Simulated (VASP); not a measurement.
Band structure of PdS (space group Fm-3m). Level of theory: PBE GGA, VASP's PBE PAW potentials (set 64) (plane waves; VASP).

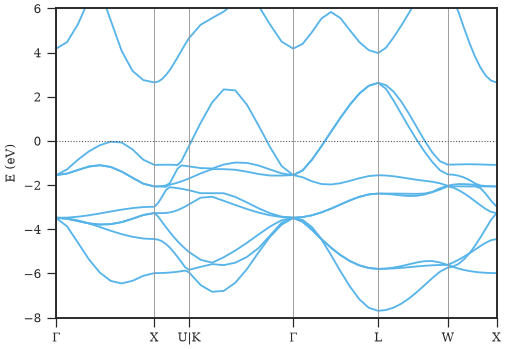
Bands along high-symmetry lines, zero at the valence-band maximum or, without a gap, the Fermi level

Question: Read the plot: is there a gap, and where are the band edges?

Answer: It has no gap at this level: it comes out as a metal or semimetal.

The structure was generated: PdS was put into an ordered model structure, which need not be its known phase. The cell was not relaxed at this level.
